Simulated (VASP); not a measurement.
Band structure of IrO$_{2}$ (rutile). These are LDA (Ceperley-Alder, Perdew-Zunger) with spin-orbit coupling, VASP's LDA PAW potentials (set 64) (plane waves; VASP 6.6.1) values and carry that method's errors.

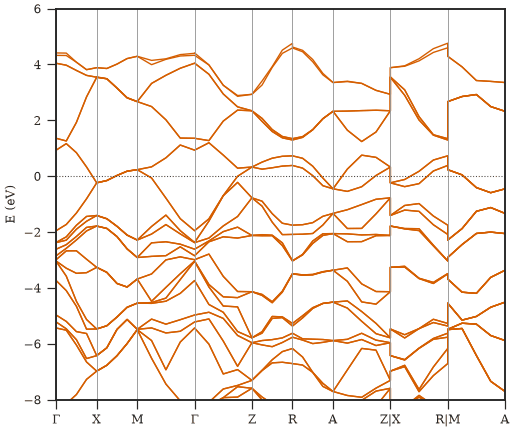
*Bands along high-symmetry lines, zero at the valence-band maximum or, without a gap, the Fermi level*

Read the plot: is there a gap, and where are the band edges?

It has no gap at this level: it comes out as a metal or semimetal.

The compound is IrO2 in the rutile structure. It was relaxed first.
